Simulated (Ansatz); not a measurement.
AlPN$_{3}$H$_{9}$: several calculations on one system

### Relaxation

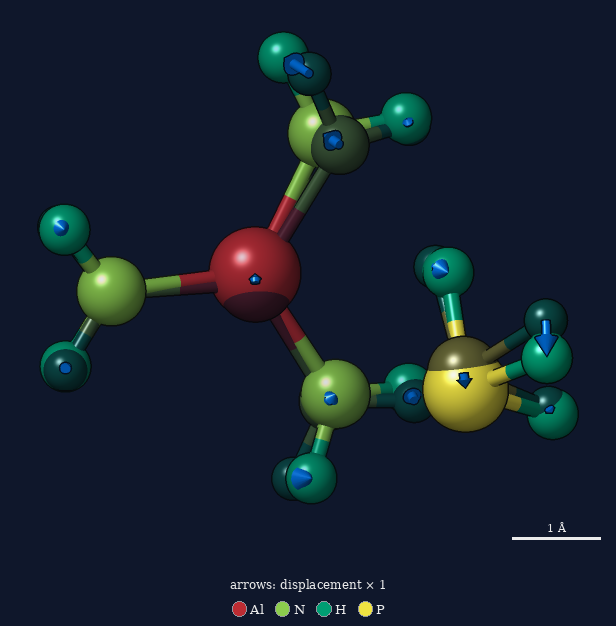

This is a relaxation of AlPN3H9. The starting structure is drawn faded, the final one solid; blue arrows show the displacements, at their true length. The two geometries are superimposed by the best rigid fit.

A ball-and-stick model, seen at a tilt.

The run prepares an end point of a later path (reaction) calculation, from a guessed geometry.

Method: RKS BHLYP-D4/def2-SVP in Ansatz 0.2.0.

Input
```yaml
crystal:
  periodic: [false, false, false]
  atoms:
    - { symbol: Al, position_ang: [0.135612, -0.203893, -0.014452] }
    - { symbol: "N", position_ang: [0.101858, -0.476354, 1.827486] }
    - { symbol: H, position_ang: [-0.699893, -0.850894, 2.30684] }
    - { symbol: H, position_ang: [0.920632, -0.549891, 2.407028] }
    - { symbol: "N", position_ang: [1.669129, -0.149744, -0.881578] }
    - { symbol: H, position_ang: [2.574295, -0.379861, -0.508115] }
    - { symbol: H, position_ang: [1.774701, 0.20136, -1.819682] }
    - { symbol: "N", position_ang: [-1.416862, 0.00522, -0.82644] }
    - { symbol: H, position_ang: [-2.296186, 0.090349, -0.34402] }
    - { symbol: H, position_ang: [-1.564819, 0.100207, -1.816479] }
    - { symbol: P, position_ang: [-1.023029, 2.891741, 1.082662] }
    - { symbol: H, position_ang: [-2.396343, 2.558422, 1.052878] }
    - { symbol: H, position_ang: [-1.112582, 3.611552, 2.29993] }
    - { symbol: H, position_ang: [-0.625513, 1.668585, 1.689341] }
basis:
  gaussian: { orbitals: def2-SVP }
hamiltonian:
  xc: { name: BHLYP }
  dispersion: d4
relax:
  f_tol: 0.03
  max_steps: 50
```

Run as
```bash
ansatz run input.yaml --threads 4 --pin off --max-ram 5120MiB --backend cpu --events-out ev --progress --plain --runs-dir out
```

> Which element moves most?

Hydrogen: up to 0.60 Å, against 0.35 Å for nitrogen.

> What happened in the run?

The largest move after the best rigid fit is that of H4, 0.60 Å. By element the largest moves are H 0.60 Å, N 0.35 Å, P 0.19 Å, Al 0.13 Å. Among the contacts that change: Al1–P11 3.483 → 3.623 Å, Al1–N2 1.862 → 1.771 Å, Al1–N5 1.763 → 1.767 Å. The energy falls by 0.159 eV in 13 accepted moves (15 points after the start). Largest force component: 1.7 eV/Å at the start, 0.006 eV/Å at the end. The line search rejected the trial steps at points 7, 12 of the run. The forces were under the threshold at step 6, but the run went on from there.

Limits of the set-up: the start holds two separate molecules, 2.3 Å apart at their closest, whose relative position is a soft coordinate.

### Relaxation

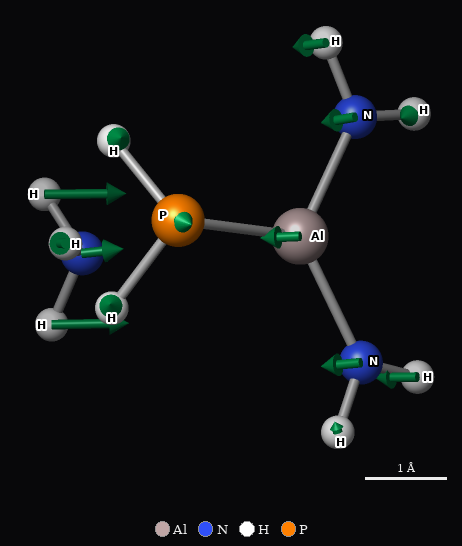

This is a relaxation of AlPN3H9. The starting structure is drawn; green arrows show the displacements, at their true length. The two geometries are superimposed by the best rigid fit.

A ball-and-stick model, seen face on.

The run prepares an end point of a later path (reaction) calculation, from a guessed geometry.

The calculation used Ansatz, RKS BHLYP-D4/def2-SVP. (no spin polarisation; force threshold 0.03 eV/Å; at most 50 steps)

Describe the change and its energy.

Answer. After 15 accepted moves (16 points after the start) the energy has fallen by 86.9 kJ/mol. Largest force component: 1.1 eV/Å at the start, 0.017 eV/Å at the end. The line search rejected the trial step at point 6 of the run. An H atom moves most after the best rigid fit: 1.02 Å. Largest moves by element: H 1.02 Å, N 0.56 Å, Al 0.54 Å, P 0.34 Å. Some distances before and after: Al–N 3.105 → 2.056 Å, Al–P 2.298 → 2.371 Å, Al–N 1.770 → 1.807 Å, H–N 1.032 → 1.012 Å. New bonds form, among them: Al–N (3.11 → 2.06 Å). Bond angles that change, for instance: N–Al–P 119.1° → 113.2°, Al–N–H 125.2° → 119.5°, N–Al–N 120.9° → 116.1°. Cost: 32 s on 4 threads of Arm Neoverse V2, with other jobs on the host, peak memory 0.3 GiB.

### Path

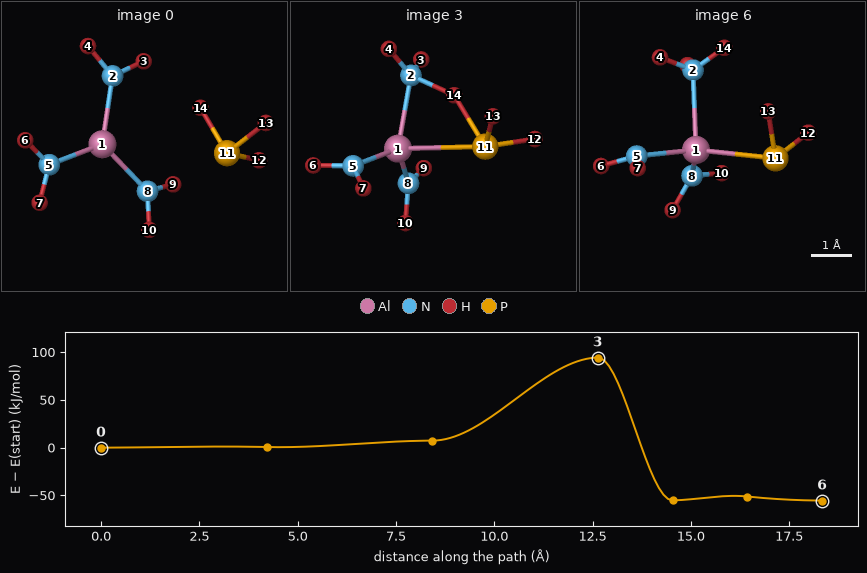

A search for the minimum-energy path of AlPN$_{3}$H$_{9}$, made up at the start of AlN₃H₆ and PH3 by the nudged elastic band. Images are numbered from 0 (start) to 6 (end). The picture is a ball-and-stick view, seen face on.

All numbers below come from Ansatz 0.2.0, RKS BHLYP-D4/def2-SVP. Run with 5 movable images; climbing image; force threshold 0.03 eV/Å; iteration limit 60; starting path through a guess of the saddle point.

### What happens along the path, and what is the barrier?

Forward barrier 94.5 kJ/mol, backward barrier 149.9 kJ/mol, with image 3 at the top; the reaction energy is −55.4 kJ/mol. The path has more than one stage, and so few images may leave a stage unresolved. Breaking: P11–H14 (1.42 → 1.72 at the top → 3.37 Å). Forming: Al1–P11 (3.62 → 2.58 at the top → 2.37 Å), N2–H14 (2.87 → 1.42 at the top → 1.01 Å). The band converged in 41 iterations. The largest component of the band force went from 20 to 0.03 eV/Å. The climbing image converged on the top of the path. Its vibrational analysis gives one imaginary mode (1363i cm⁻¹), as a transition state must have.

Limits of the set-up: the start holds two separate molecules, 2.8 Å apart at their closest, whose relative position is a soft coordinate.

The run took 5.9 min on 4 threads of Arm Neoverse V2, on a shared host, peak memory 0.32 GiB.
